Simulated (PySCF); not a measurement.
**QCISD(T)/6-31G run of CH7B2NS (SMILES BNBSC)**

Aim: the energy difference between two shapes of CH7B2NS at QCISD(T)/6-31G, from 2 runs. Input form: a Python script.

The calculation is run with PySCF 2.14.0.

6 further runs of the same task are left out: 2 that didn't finish, 4 set aside as unsound or not needed.

**1. The system as given**

CH7B2NS: 12 atoms, total charge 0, spin state singlet. As SMILES, `BNBSC`. Geometry: relaxed at GFN2-xTB. This is one conformer, not always the lowest.

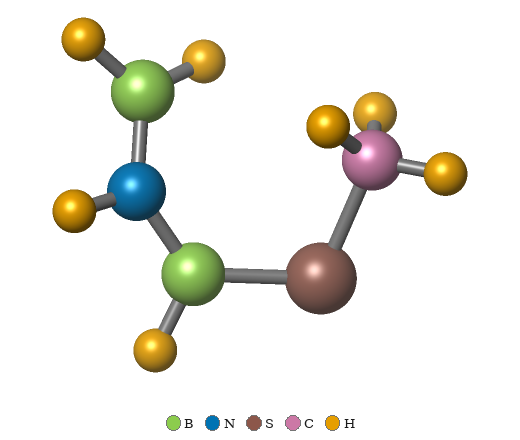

The structure, seen from a chosen angle (boron green, nitrogen blue, sulfur brown, carbon pink, hydrogen amber).

**2. A single-point energy at QCISD(T)/6-31G**

The input, input.py:

```python
# BNBSC
from pyscf import gto, cc

mol = gto.M(
    atom='''
B      0.355170     0.969850     1.346400
N     -0.910410     0.531670     0.930260
B     -1.467160     0.189130    -0.338180
S     -0.637160    -0.571940    -1.707050
C      1.049390    -1.027430    -1.170810
H      1.210320     1.147460     0.569630
H      0.522230     1.193850     2.485620
H     -1.618060     0.573480     1.651600
H     -2.612880     0.359360    -0.524120
H      1.322240    -1.915270    -1.732410
H      1.733770    -0.219280    -1.405050
H      1.052550    -1.230890    -0.105880
''',
    max_memory=1860,
    basis='6-31g',
    charge=0,
    verbose=3,
    cart=True,
)

mf = mol.RHF()
mf.kernel()

mycc = cc.QCISD(mf)
mycc.kernel()
e_t = mycc.qcisd_t()
e_tot = mycc.e_tot + e_t
print('Final energy', e_tot)
mf.analyze()
```

The run is started by

```sh
$ OMP_NUM_THREADS=1 python input.py
```

The log of the run:

```text
converged SCF energy = -543.263504251543
E(QCISD) = -543.6799192434116  E_corr = -0.4164149918685358
QCISD(T) correction = -0.00992169417467109
Final energy -543.6898409375863
**** MO energy ****
MO #1   energy= -91.9228265931519  occ= 2
MO #2   energy= -15.5663019158119  occ= 2
MO #3   energy= -11.2607253420791  occ= 2
MO #4   energy= -8.94708583804879  occ= 2
MO #5   energy= -7.6419202860522   occ= 2
MO #6   energy= -7.60852867650329  occ= 2
MO #7   energy= -6.62922444052933  occ= 2
MO #8   energy= -6.62637936727212  occ= 2
MO #9   energy= -6.62484655790345  occ= 2
MO #10  energy= -1.18381157173336  occ= 2
MO #11  energy= -1.04848882939884  occ= 2
MO #12  energy= -0.887287594769465 occ= 2
MO #13  energy= -0.750421968780554 occ= 2
MO #14  energy= -0.70249020239661  occ= 2
MO #15  energy= -0.620592139538849 occ= 2
MO #16  energy= -0.599888322602154 occ= 2
MO #17  energy= -0.593653094386483 occ= 2
MO #18  energy= -0.56162677035217  occ= 2
MO #19  energy= -0.497156113423968 occ= 2
MO #20  energy= -0.476165752849818 occ= 2
MO #21  energy= -0.453304770877413 occ= 2
MO #22  energy= -0.418220654555086 occ= 2
MO #23  energy= -0.363483152915481 occ= 2
MO #24  energy= 0.109124223266519  occ= 0
MO #25  energy= 0.176808510737933  occ= 0
MO #26  energy= 0.197976902700808  occ= 0
MO #27  energy= 0.235308122405749  occ= 0
MO #28  energy= 0.268401869461207  occ= 0
MO #29  energy= 0.274922903162448  occ= 0
MO #30  energy= 0.293495073461101  occ= 0
MO #31  energy= 0.324764718440262  occ= 0
MO #32  energy= 0.334602669114413  occ= 0
MO #33  energy= 0.366906834540279  occ= 0
MO #34  energy= 0.382124995995163  occ= 0
MO #35  energy= 0.402779883490638  occ= 0
MO #36  energy= 0.423218772781193  occ= 0
MO #37  energy= 0.559839254084207  occ= 0
MO #38  energy= 0.567951034418644  occ= 0
MO #39  energy= 0.585961485538429  occ= 0
MO #40  energy= 0.604496642622008  occ= 0
MO #41  energy= 0.632099099158155  occ= 0
MO #42  energy= 0.653731399986427  occ= 0
MO #43  energy= 0.658757192086667  occ= 0
MO #44  energy= 0.703277380552298  occ= 0
MO #45  energy= 0.719052680231992  occ= 0
MO #46  energy= 0.809319079339419  occ= 0
MO #47  energy= 0.821311090621026  occ= 0
MO #48  energy= 0.828481966891497  occ= 0
MO #49  energy= 0.915214806980196  occ= 0
MO #50  energy= 0.964430471673625  occ= 0
MO #51  energy= 1.06342203452304   occ= 0
MO #52  energy= 1.14508136089025   occ= 0
MO #53  energy= 1.20326126541338   occ= 0
MO #54  energy= 1.21103714140148   occ= 0
MO #55  energy= 1.21768158261898   occ= 0
MO #56  energy= 1.23776973234433   occ= 0
MO #57  energy= 1.25924027019693   occ= 0
MO #58  energy= 1.28994053340852   occ= 0
MO #59  energy= 1.32649703810754   occ= 0
MO #60  energy= 1.43114776031053   occ= 0
MO #61  energy= 1.47869182799664   occ= 0
MO #62  energy= 1.54173282435357   occ= 0
MO #63  energy= 1.70903457368143   occ= 0
 ** Mulliken atomic charges  **
charge of    0B =      0.04678
charge of    1N =     -0.35700
charge of    2B =      0.03971
charge of    3S =      0.02529
charge of    4C =     -0.35502
charge of    5H =     -0.01067
charge of    6H =     -0.01101
charge of    7H =      0.24065
charge of    8H =      0.00620
charge of    9H =      0.12934
charge of   10H =      0.12671
charge of   11H =      0.11901
Dipole moment(X, Y, Z, Debye):  0.47357, -0.00414,  1.92593
```

It took 68 s on 1 thread of Intel Xeon at 2.50GHz (Skylake/Cascade Lake), shared host; peak memory 0.33 GiB.

**3. The distorted shape, same level**

The input, run.py:

```python
from pyscf import gto, scf, cc

mol = gto.Mole()
mol.atom = '''
B      0.355298     0.966826     1.337308
N     -0.932444     0.559973     0.911195
B     -1.462019     0.201736    -0.342577
S     -0.650482    -0.573383    -1.719816
C      1.057856    -1.034786    -1.164738
H      1.199026     1.144538     0.564068
H      0.493069     1.189258     2.484492
H     -1.630899     0.555193     1.636306
H     -2.606041     0.360496    -0.511460
H      1.318418    -1.911522    -1.718053
H      1.726146    -0.235633    -1.416191
H      1.063164    -1.218452    -0.110288
'''
mol.cart = True
mol.max_memory = 1860
mol.basis = '6-31g'
mol.spin = 0
mol.verbose = 3
mol.build()

mf = scf.RHF(mol)
mf.kernel()

mycc = cc.QCISD(mf)
mycc.kernel()
e_t = mycc.qcisd_t()
energy = mycc.e_tot + e_t
print('Final energy', energy)
dip = mf.dip_moment()
pop, q = mf.mulliken_pop()
```

The run is started by

```sh
$ OMP_NUM_THREADS=1 python run.py
```

The log of the run:

```text
converged SCF energy = -543.26337134775
E(QCISD) = -543.6786219293647  E_corr = -0.4152505816147713
QCISD(T) correction = -0.00987552306482946
Final energy -543.6884974524295
Dipole moment(X, Y, Z, Debye):  0.65814, -0.07664,  2.01463
 ** Mulliken pop  **
pop of  0  B 1s           1.99764
pop of  0  B 2s           0.58184
pop of  0  B 3s           0.27052
pop of  0  B 2px          0.55734
pop of  0  B 2py          0.16623
pop of  0  B 2pz          0.65925
pop of  0  B 3px          0.03189
pop of  0  B 3py          0.06351
pop of  0  B 3pz          0.17732
pop of  1  N 1s           1.99779
pop of  1  N 2s           0.75055
pop of  1  N 3s           0.90206
pop of  1  N 2px          0.84577
pop of  1  N 2py          0.85228
pop of  1  N 2pz          0.83250
pop of  1  N 3px          0.50894
pop of  1  N 3py          0.80133
pop of  1  N 3pz          0.49271
pop of  2  B 1s           1.99772
pop of  2  B 2s           0.58662
pop of  2  B 3s           0.25940
pop of  2  B 2px          0.63831
pop of  2  B 2py          0.24561
pop of  2  B 2pz          0.53250
pop of  2  B 3px          0.20550
pop of  2  B 3py          0.12414
pop of  2  B 3pz          0.02068
pop of  3  S 1s           1.99973
pop of  3  S 2s           1.99824
pop of  3  S 3s           1.29384
pop of  3  S 4s           0.56163
pop of  3  S 2px          1.99133
pop of  3  S 2py          1.99347
pop of  3  S 2pz          1.99315
pop of  3  S 3px          0.86664
pop of  3  S 3py          1.10227
pop of  3  S 3pz          1.08224
pop of  3  S 4px          0.12336
pop of  3  S 4py          0.55297
pop of  3  S 4pz          0.37471
pop of  4  C 1s           1.99774
pop of  4  C 2s           0.64188
pop of  4  C 3s           0.80211
pop of  4  C 2px          0.59035
pop of  4  C 2py          0.73038
pop of  4  C 2pz          0.72742
pop of  4  C 3px          0.39224
pop of  4  C 3py          0.41270
pop of  4  C 3pz          0.39511
pop of  5  H 1s           0.54989
pop of  5  H 2s           0.54138
pop of  6  H 1s           0.54218
pop of  6  H 2s           0.55472
pop of  7  H 1s           0.50984
pop of  7  H 2s           0.12772
pop of  8  H 1s           0.54370
pop of  8  H 2s           0.50680
pop of  9  H 1s           0.53840
pop of  9  H 2s           0.25602
pop of  10  H 1s          0.53789
pop of  10  H 2s          0.25514
pop of  11  H 1s          0.53945
pop of  11  H 2s          0.27343
 ** Mulliken atomic charges  **
charge of    0B =      0.49448
charge of    1N =     -0.98393
charge of    2B =      0.38952
charge of    3S =      0.06642
charge of    4C =     -0.68993
charge of    5H =     -0.09127
charge of    6H =     -0.09689
charge of    7H =      0.36244
charge of    8H =     -0.05050
charge of    9H =      0.20558
charge of   10H =      0.20697
charge of   11H =      0.18712
```

It took 64 s on 1 thread of Intel Xeon at 2.50GHz (Skylake/Cascade Lake), shared host; peak memory 0.29 GiB.

**4. Summary of results**

Level: QCISD(T)/6-31G.

| quantity | value |
| --- | --- |
| first shape: total energy | -543.68984 Eh |
| first shape: dipole moment (Hartree–Fock density) | 1.98 D |
| first shape: HOMO energy (Hartree–Fock orbitals) | -9.89 eV |
| first shape: LUMO energy (Hartree–Fock orbitals) | 2.97 eV |
| first shape: HOMO–LUMO gap (Hartree–Fock orbitals) | 12.86 eV |
| first shape: correlation energy | -426.3 mEh |
| first shape: (T) correction | -9.92 mEh |
| first shape: T1 diagnostic | 0.014 |
| distorted shape: total energy | -543.68850 Eh |
| distorted shape: dipole moment (Hartree–Fock density) | 2.12 D |
| distorted shape: HOMO energy (Hartree–Fock orbitals) | -9.87 eV |
| distorted shape: LUMO energy (Hartree–Fock orbitals) | 2.94 eV |
| distorted shape: HOMO–LUMO gap (Hartree–Fock orbitals) | 12.81 eV |
| distorted shape: correlation energy | -425.1 mEh |
| distorted shape: (T) correction | -9.88 mEh |
| distorted shape: T1 diagnostic | 0.014 |
| energy change with the atoms displaced | 0.037 eV |

In words: With the atoms displaced the energy rises by 0.04 eV (3.5 kJ/mol). The first shape isn't relaxed at this level, so the change isn't measured from a minimum. The triples (first shape) make up 2.3 % of the correlation energy. Mulliken charges (distorted shape) of the mean-field density run from -0.98 on N2 to +0.49 on B1. The triples (distorted shape) make up 2.3 % of the correlation energy.
